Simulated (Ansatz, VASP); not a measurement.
# Cross-check of KZnF3 between VASP and Ansatz

One calculation is typed for both programs; each brings its own data sets. How far apart do they land? The cell is taken from a series of VASP runs on this material, whose earlier steps may have relaxed, scaled or displaced it; both programs get it as it stands. Valence electrons are named where the data sets of a main pair hold unlike numbers.

Program: Ansatz 0.2.0. Level of theory: plane waves, with VASP 6.6.1 beside it; band structure at r2SCAN. Results are calculated unless marked as measured.

### 1. Starting point

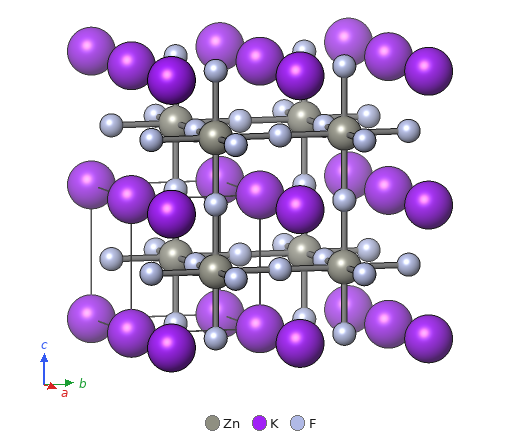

The starting structure, seen slightly off an axis (zinc grey, potassium purple, fluorine light blue). 2×2×2 cells are drawn. Some periodic images of atoms are drawn too.

### 2. Ansatz: band structure, r2SCAN

Ansatz runs on its default PAW (the set named soft_2) files.

Levels along a path test the potential and the projectors away from the mesh points.

Input file input.yaml:

```yaml
crystal:
  lattice:
    - [4.1227077738, 0.0, 0.0]
    - [0.0, 4.1227077738, 0.0]
    - [0.0, 0.0, 4.1227077738]
  atoms:
    - { symbol: Zn, position: [0.5, 0.5, 0.5] }
    - { symbol: K, position: [0.0, 0.0, 0.0] }
    - { symbol: F, position: [0.5, 0.0, 0.5] }
    - { symbol: F, position: [0.0, 0.5, 0.5] }
    - { symbol: F, position: [0.5, 0.5, 0.0] }
hamiltonian:
  xc: r2scan
  pseudopotentials: { kind: paw }
kpoints:
  mp_grid: { grid: [5, 5, 5] }
  band_path:
    path:
      - [0.0, 0.0, 0.0]
      - [0.0, 0.1, 0.0]
      - [0.0, 0.2, 0.0]
      - [0.0, 0.3, 0.0]
      - [0.0, 0.43333, 0.0]
      - [0.0, 0.5, 0.0]
      - [0.1, 0.5, 0.0]
      - [0.2, 0.5, 0.0]
      - [0.33333, 0.5, 0.0]
      - [0.43333, 0.5, 0.0]
      - [0.5, 0.5, 0.0]
      - [0.36667, 0.36667, 0.0]
      - [0.26667, 0.26667, 0.0]
      - [0.16667, 0.16667, 0.0]
      - [0.06667, 0.06667, 0.0]
      - [0.03333, 0.03333, 0.03333]
      - [0.13333, 0.13333, 0.13333]
      - [0.23333, 0.23333, 0.23333]
      - [0.33333, 0.33333, 0.33333]
      - [0.46667, 0.46667, 0.46667]
      - [0.5, 0.5, 0.5]
      - [0.46667, 0.5, 0.46667]
      - [0.36667, 0.5, 0.36667]
      - [0.23333, 0.5, 0.23333]
      - [0.13333, 0.5, 0.13333]
      - [0.03333, 0.5, 0.03333]
      - [0.5, 0.5, 0.03333]
      - [0.5, 0.5, 0.16667]
      - [0.5, 0.5, 0.26667]
      - [0.5, 0.5, 0.36667]
      - [0.5, 0.5, 0.5]
    npoints: 1
scf:
  occupations: { method: fermi_dirac, width: 0.05 }
  n_extra_bands: 8
output:
  forces: true
  stress: true
  eigenvalues: true
  write_density: true
  write_potential: true
  elf: true
  volumetric_format: npy
```

Command:

```sh
> ansatz run input.yaml --threads 2 --pin off --max-ram 4608MiB --backend cpu --events-out ev --progress --plain --runs-dir out
```

Numbers of over 12 decimals in the logs are rounded to 6 here.

What it wrote:

```text
scf.n_extra_bands = 8 over 21 filled bands (N_el = 42.0): the run solves 29 bands
Engine: ansatz 0.2.0, x86_64-unknown-linux-gnu
Pseudopotentials: kind: paw
Pseudopotential: Zn, paw, valence charge 12, recommended cutoff 500 eV (meta_gga), Zn.paw.azcp
Pseudopotential: K, paw, valence charge 9, recommended cutoff 500 eV (meta_gga), K.paw.azcp
Pseudopotential: F, paw, valence charge 7, recommended cutoff 500 eV (meta_gga), F.paw.azcp
Functional definition: r2SCAN
  parameter k0 = 0.174
  parameter k1 = 0.065
  parameter a1 = 4.9479
  exchange = r2scan_x(k0 = k0, k1 = k1, a1 = a1)
  correlation = r2scan_c
Crystal: 5 atoms, lattice volume = 70.073 Å³
Basis set: ecut = 500 eV, 1791 PW (Γ), exchange–correlation on 128×128×128 points (64 copies of the dense FFT grid, shifted against one another)
Bands: 29, of which v1, the nominal top of the filled ones, is band 21 counted from 1 (20 counted from 0)
Symmetry: 48 space group operations
Space group: Pm-3m (ITA 221), of the structure as read, at distance tolerance 4.1e-5 Å
k-points: 10 of 125
Non-local potential: Zn, projectors of the file, l = 0: 2, l = 1: 2, l = 2: 3, l = 3: 1
Non-local potential: K, projectors of the file, l = 0: 3, l = 1: 2, l = 2: 2
Non-local potential: F, projectors of the file, l = 0: 2, l = 1: 2, l = 2: 1
PAW form: soft (Blöchl's): semilocal exchange-correlation on the pseudo side does not see the compensation charge
PAW frozen core: Zn, regenerated for the run's functional (the file was generated under x = pbe(κ = 0.804, μ = 0.219515), c = pbe(β = 0.066725))
PAW frozen core: K, regenerated for the run's functional (the file was generated under x = pbe(κ = 0.804, μ = 0.219515), c = pbe(β = 0.066725))
PAW frozen core: F, regenerated for the run's functional (the file was generated under x = pbe(κ = 0.804, μ = 0.219515), c = pbe(β = 0.066725))
PAW one-centre angular grid: Zn, 590 points (default); XC on 261 of its mesh's 2673 points in the sphere
PAW one-centre angular grid: K, 302 points (default); XC on 160 Gauss nodes
PAW one-centre angular grid: F, 302 points (default); XC on 160 Gauss nodes
Initial density: superposition of atomic densities (neutral atoms: chi_scale 0, normalization atom), corrected by the library's trained network
Initial wavefunctions: pseudopotential atomic-orbital guess
Functional: x = r2scan, c = r2scan; τ floored in thin density (d = 2e-4 eV/Å³)
SCF iter   1: F=—  HF=-7302.798427 eV  |F-HF|=—  |Δ(HF+E_count)|=         —  Δρ=1.25e-2  dr2=6.31e-2  dr2_τ=7.79e-2  ethr=1.77e-3  ⟨swp⟩=6.1  Hψ=1466  notcnv=0  defer=2
preconditioner: auto → Resta (q_TF=auto, 2.505 Å⁻¹)  ε∞=3.2  [insulator: Δε(μ)=4.881 eV  Ē_g=19.204 eV  σ=0.050 eV  W_gap=1.00  n_scr=18 (ndim 8)  ℏωp=28.7 eV  f_vac=0.063  D(μ)=0.00/eV (n_scr^D=0)  ε∞_Penn≈3.2]
SCF iter   2: F=—  HF=-7302.844706 eV  |F-HF|=—  |Δ(HF+E_count)|=   4.63e-2  Δρ=3.83e-3  dr2=5.38e-3  dr2_τ=9.35e-4  ethr=1.50e-4  ⟨swp⟩=2.0  Hψ=625  notcnv=0  defer=16
SCF iter   3: F=—  HF=-7302.843883 eV  |F-HF|=—  |Δ(HF+E_count)|=   8.23e-4  Δρ=2.71e-3  dr2=2.24e-3  dr2_τ=1.69e-4  ethr=1.28e-5  ⟨swp⟩=2.0  Hψ=400  notcnv=0  defer=16
SCF iter   4: F=—  HF=-7302.843390 eV  |F-HF|=—  |Δ(HF+E_count)|=   4.92e-4  Δρ=4.56e-4  dr2=1.49e-4  dr2_τ=2.02e-5  ethr=5.34e-6  ⟨swp⟩=2.3  Hψ=409  notcnv=0  defer=16
SCF iter   5: F=—  HF=-7302.843347 eV  |F-HF|=—  |Δ(HF+E_count)|=   4.33e-5  Δρ=1.72e-4  dr2=1.09e-5  dr2_τ=2.01e-6  ethr=3.54e-7  ⟨swp⟩=2.0  Hψ=444  notcnv=0  defer=16
SCF iter   6: F=—  HF=-7302.843353 eV  |F-HF|=—  |Δ(HF+E_count)|=   5.92e-6  Δρ=3.26e-5  dr2=7.98e-7  dr2_τ=1.04e-7  ethr=2.60e-8  ⟨swp⟩=2.1  Hψ=456  notcnv=0  defer=16
SCF iter   7: F=-7302.843353 eV  HF=-7302.843353 eV  |F-HF|=1.71e-8  |Δ(HF+E_count)|=   1.14e-7  Δρ=4.90e-6  dr2=7.15e-9  dr2_τ=1.32e-9  ethr=2.38e-10  ⟨swp⟩=12.1  Hψ=2105  notcnv=0
SCF 1 converged in 7 iterations: F = -7302.843353 eV  dr2 = 7.15e-9
  greatest PAW one-centre occupation: 0.994 electrons in one spin orbital (limit 2), on the Zn atom at site 0 (counted from 0), in its partial waves of l = 2
NSCF: frozen V_eff on 31 k-points
SCF converged after 7 iterations
Free energy (F): -7302.843353 eV
Harris-Foulkes:  -7302.843353 eV  (|F-HF|=1.71e-8)
Internal energy: -7302.843353 eV  (E = F + TS)
E sigma→0 (E₀):  -7302.843353 eV
Fermi energy:    5.181841 eV
--- Per-component energies (eV) ---
  E_band       = -204.580567
  E_kinetic    = 1007.945402
  E_local      = -4145.320807  (includes V_loc(G=0)·N_el)
  E_nonlocal   = 859.318952
  E_hartree    = 1640.084090
  E_xc         = -494.227649
  E_vxc        = -586.587536  (∫ρ·V_xc dr)
  E_paw        = -3256.340166  (= ΣΔE_a)
  E_vpaw       = -659.669173  (= ΣTr[D̂ρ^β])
  E_aug_tail   = 0.003286  (compensation charges beyond the density's cutoff)
  E_vtau       = 39.560877  (kinetic-family band-sum trace: ∫τ·v_τ [+ j·A + Jᵃ·Aᵃ] dr)
  E_ewald      = -2913.833484
  E_core_change = -0.472978  (= ΣΔE_core)
  E_smearing   = -0.000000  (= −TS)
  E_closure    = -0.000000  (closes the sum)
  Σ components = -7302.843353   (vs F -7302.843353, Δ=0.00e0)
--- Forces (eV/Å), atoms counted from 1 ---
  atom   1  Zn     0.00000000    -0.00000000    -0.00000000
  atom   2  K     -0.00000000     0.00000000     0.00000000
  atom   3  F      0.00000000    -0.00000000    -0.00000000
  atom   4  F      0.00000000     0.00000000    -0.00000000
  atom   5  F      0.00000000    -0.00000000     0.00000000
  max |Σ_I F_I| component: 1.10e-28 eV/Å
--- Stress (GPa, compression-positive) ---
       -4.166253       0.000000      -0.000000
        0.000000      -4.166253       0.000000
        0.000000       0.000000      -4.166253
  P = ⅓ Tr σ = -4.1663 GPa (-41.663 kbar)
--- Band table (eV; the first three rows and the last of 10) ---
  k-point 0: bands = [... 17 lower, 1.1041, 1.2970, 1.2970, 1.2970, 7.4288, 12.5070, 12.5070, 13.1156, ... 4 higher]
  k-point 1: bands = [... 17 lower, 1.1364, 1.2725, 1.3088, 1.3088, 8.1426, 12.6857, 12.8019, 13.5345, ... 4 higher]
  k-point 2: bands = [... 17 lower, 1.1480, 1.3625, 1.3625, 1.4175, 9.6611, 12.2106, 13.3154, 14.8636, ... 4 higher]
  k-point 9: bands = [... 17 lower, 1.5282, 1.5872, 2.7269, 2.7269, 11.7942, 12.6138, 12.6138, 14.1626, ... 4 higher]
```

Wall time 2.5 s (2 threads of Intel Xeon Platinum 8375C at 2.90GHz (Ice Lake), shared host); peak memory 0.54 GiB; 4.6 s of CPU time.

### 3. VASP: band structure, r2SCAN

The same cell, functional, mesh and smearing now go to VASP, with its own data sets.

Lines of VASP's logs that name or quote its potential files are left out, and so is its time.

Input file INCAR:

```
SYSTEM = KZnF3
PREC = Accurate
ENCUT = 520
EDIFF = 1E-06
NELM = 100
ISMEAR = -1
SIGMA = 0.05
LREAL = .FALSE.
ALGO = Normal
METAGGA = R2SCAN
LASPH = .TRUE.
NBANDS = 36
LORBIT = 11
LWAVE = .FALSE.
LCHARG = .FALSE.
KPAR = 2
```

Input file POSCAR:

```
KZnF3
1.0
    4.1227077738      0.0000000000      0.0000000000
    0.0000000000      4.1227077738      0.0000000000
    0.0000000000      0.0000000000      4.1227077738
Zn K F
1 1 3
Direct
    0.5000000000      0.5000000000      0.5000000000
    0.0000000000      0.0000000000      0.0000000000
    0.5000000000      0.0000000000      0.5000000000
    0.0000000000      0.5000000000      0.5000000000
    0.5000000000      0.5000000000      0.0000000000
```

Input file KPOINTS:

```
Automatic mesh
0
Gamma
5 5 5
0 0 0
```

Input file KPOINTS_OPT:

```
Line mode
16
Line-mode
Reciprocal
  0.00000000   0.00000000   0.00000000 GAMMA
  0.00000000   0.50000000   0.00000000 X

  0.00000000   0.50000000   0.00000000 X
  0.50000000   0.50000000   0.00000000 M

  0.50000000   0.50000000   0.00000000 M
  0.00000000   0.00000000   0.00000000 GAMMA

  0.00000000   0.00000000   0.00000000 GAMMA
  0.50000000   0.50000000   0.50000000 R

  0.50000000   0.50000000   0.50000000 R
  0.00000000   0.50000000   0.00000000 X

  0.50000000   0.50000000   0.00000000 M
  0.50000000   0.50000000   0.50000000 R
```

Potentials, in the order of the species: Zn, K_sv and F (PBE family, release 64).

Command:

```sh
> mpirun -np 2 vasp_std
```

What it wrote:

```text
[banner, memory and clock lines left out]
running    2 mpi-ranks, on    1 nodes
 distrk:  each k-point on    1 cores,    2 groups
 distr:  one band on    1 cores,    1 groups

 POSCAR found type information on POSCAR ZnK F
 POSCAR found :  3 types and       5 ions
|                                                                             |
|               ----> ADVICE to this user running VASP <----                  |
|                                                                             |
|     You enforced a specific xc type in the INCAR file but a different       |
|     [... a line on the potential file left out ...]
|     I HOPE YOU KNOW WHAT YOU ARE DOING!                                     |
|                                                                             |

 LDA part: xc-table for (None), standard interpolation
 POSCAR, INCAR and KPOINTS ok, starting setup
 FFT: planning ... GRIDC
 FFT: planning ... GRID_SOFT
 FFT: planning ... GRID
 WAVECAR not read
 entering main loop
       N       E                     dE             d eps       ncg     rms          rms(c)
DAV:   1     0.393046258038E+03    0.39305E+03   -0.21363E+04   728   0.141E+03
DAV:   2    -0.882429018517E+01   -0.40187E+03   -0.36896E+03   732   0.388E+02
DAV:   3    -0.498763446962E+02   -0.41052E+02   -0.40423E+02   844   0.123E+02
DAV:   4    -0.510159509859E+02   -0.11396E+01   -0.11344E+01  1016   0.191E+01
DAV:   5    -0.510293085718E+02   -0.13358E-01   -0.13344E-01   904   0.182E+00    0.101E+01
DAV:   6    -0.382514645347E+02    0.12778E+02   -0.27742E+00   896   0.294E+01    0.686E+00
DAV:   7    -0.382995422501E+02   -0.48078E-01   -0.23267E+00   820   0.886E+00    0.381E+00
DAV:   8    -0.383199952566E+02   -0.20453E-01   -0.33613E-01   928   0.814E+00    0.146E+00
DAV:   9    -0.383093230347E+02    0.10672E-01   -0.59104E-02   960   0.454E+00    0.175E-01
DAV:  10    -0.383119417007E+02   -0.26187E-02   -0.17797E-02   952   0.169E+00    0.215E-01
DAV:  11    -0.383118554474E+02    0.86253E-04   -0.31499E-03   884   0.558E-01    0.959E-02
DAV:  12    -0.383120334827E+02   -0.17804E-03   -0.33678E-04   780   0.154E-01    0.372E-02
DAV:  13    -0.383120250569E+02    0.84258E-05   -0.67237E-05   972   0.258E-01    0.985E-03
DAV:  14    -0.383120211957E+02    0.38612E-05   -0.39524E-05   812   0.352E-02    0.998E-03
DAV:  15    -0.383120175491E+02    0.36466E-05   -0.40261E-07   464   0.495E-03    0.748E-03
DAV:  16    -0.383120075457E+02    0.10003E-04   -0.24299E-06   644   0.156E-02    0.148E-03
DAV:  17    -0.383120073866E+02    0.15911E-06   -0.43900E-07   384   0.571E-03
   1 F= -.38312007E+02 E0= -.38312007E+02  d E =-.747406E-10
 Start KPOINTS_OPT (optional k-point list driver)
k-point batch [1-10\96]
       N       E                     dE             ncg
DAV:   1     0.474314907538E+03   -0.20532E+04      720
DAV:   2    -0.359195331214E+04   -0.40663E+04      744
DAV:   3    -0.402146045658E+04   -0.42951E+03      876
DAV:   4    -0.403286908422E+04   -0.11409E+02      920
DAV:   5    -0.403307820150E+04   -0.20912E+00      928
DAV:   6    -0.403308791528E+04   -0.97138E-02     1036
DAV:   7    -0.403308797714E+04   -0.61861E-04      924
DAV:   8    -0.403308797780E+04   -0.65681E-06      724
[...]
k-point batch [91-96\96]
       N       E                     dE             ncg
DAV:   1     0.589886559900E+04   -0.91604E+04      432
DAV:   2     0.345227968517E+04   -0.24466E+04      448
DAV:   3     0.319116143766E+04   -0.26112E+03      500
DAV:   4     0.318412965781E+04   -0.70318E+01      568
DAV:   5     0.318399158799E+04   -0.13807E+00      496
DAV:   6     0.318398363777E+04   -0.79502E-02      596
DAV:   7     0.318398358654E+04   -0.51222E-04      492
DAV:   8     0.318398358435E+04   -0.21936E-05      404
DAV:   9     0.318398358419E+04   -0.16365E-06      276
```

(Part 1 of 2 ends here.)

[Lines on the potential files, build, host, timing and source positions are cut from VASP's logs without a mark.]

[Logs are printed without paths, hosts, clocks, repeated set-up lines and the standing remarks that a program may print on its own settings, such as how far it seeks lower states.]

[Hosts, paths, dates, database ids (printed as entryN), source tags and the programs' standing remarks are cut or masked in the printed files.]
